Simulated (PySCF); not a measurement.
**C5H11NOSi2 (SMILES Cc1ccoc1N([SiH3])[SiH3]): density, localisation and related maps**

```yaml
atoms:
  - { symbol: C, position_ang: [1.6665, -1.6594, -0.1582] }
  - { symbol: C, position_ang: [1.3537, -0.2164, 0.0536] }
  - { symbol: C, position_ang: [2.3278, 0.8026, 0.2670] }
  - { symbol: C, position_ang: [1.6615, 1.9765, 0.3742] }
  - { symbol: O, position_ang: [0.3283, 1.7608, 0.2488] }
  - { symbol: C, position_ang: [0.1478, 0.4337, 0.0582] }
  - { symbol: N, position_ang: [-1.1621, 0.0582, -0.1132] }
  - { symbol: Si, position_ang: [-2.1826, 1.4344, -0.5028] }
  - { symbol: Si, position_ang: [-1.7288, -1.5429, 0.2707] }
  - { symbol: H, position_ang: [0.8818, -2.1474, -0.7303] }
  - { symbol: H, position_ang: [2.6055, -1.7519, -0.7014] }
  - { symbol: H, position_ang: [1.7752, -2.1833, 0.7923] }
  - { symbol: H, position_ang: [3.3877, 0.6569, 0.3235] }
  - { symbol: H, position_ang: [1.9821, 2.9870, 0.5263] }
  - { symbol: H, position_ang: [-3.4625, 0.8314, -0.8659] }
  - { symbol: H, position_ang: [-1.5857, 2.1244, -1.6428] }
  - { symbol: H, position_ang: [-2.3266, 2.3026, 0.6641] }
  - { symbol: H, position_ang: [-1.6319, -2.3968, -0.9196] }
  - { symbol: H, position_ang: [-3.1230, -1.4010, 0.6806] }
  - { symbol: H, position_ang: [-0.9199, -2.0588, 1.3720] }
```

Geometry: GFN2-xTB.

Theory: PySCF 2.14.0, PBE0/pcSseg-1, SCF density, gas phase, non-relativistic.

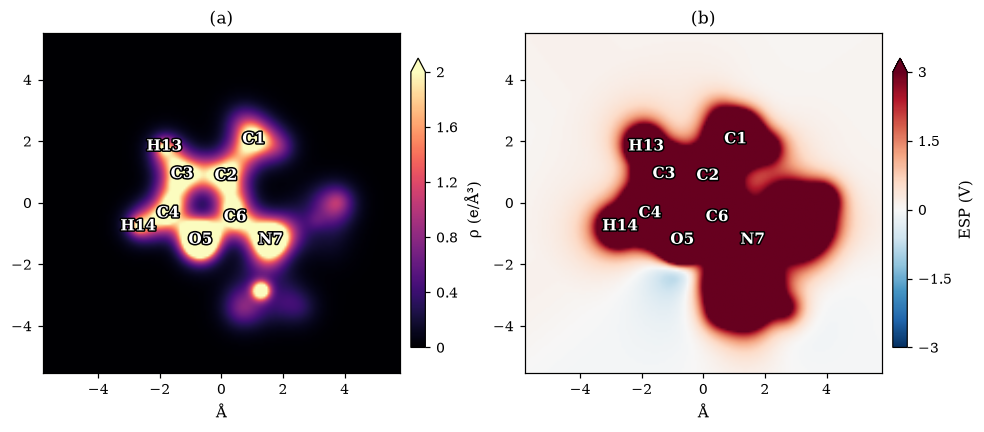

Figure 1. (a) electron density; (b) electrostatic potential on the plane of atoms O5, C6 and N7.

Interpret the plot.

Atoms in the plane: C, O, N and H.
C–O (1.35 Å): ρ is about 2.4 e/Å³ halfway, with its minimum of 2 e/Å³ about 0.5 Å from C.
C–C (1.35 Å): ρ is about 2.2 e/Å³ halfway.
C–N (1.37 Å): ρ at the midpoint is about 2.2 e/Å³.
C–H (1.07 Å): ρ at the midpoint is about 2.1 e/Å³.
C–C (1.43 Å): the density is about 1.9 e/Å³ at the midpoint.
Outside the dense part of the molecule the potential is most negative (−0.8 V) near O5.

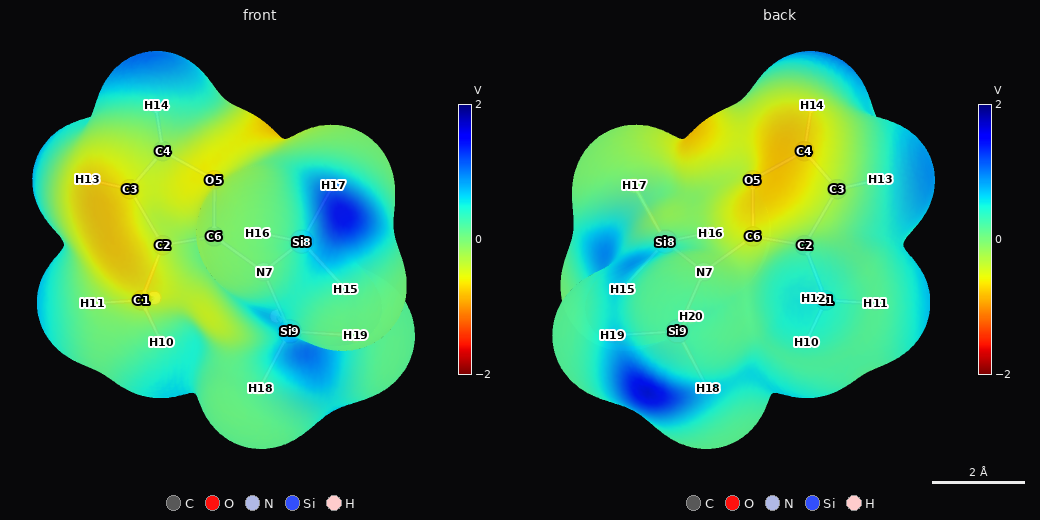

Figure 2. The electrostatic potential painted on the density surface at 0.002 e/bohr³, seen from the front and from behind; red is negative and blue positive.

Which sites attract a positive test charge, and which a negative one?

A positive charge is drawn to the negative regions and a negative charge to the positive ones. The most negative region (about −0.8 V) lies over C2, C3, C4 and O5, the most positive (about +1.5 V) over Si8 and Si9.
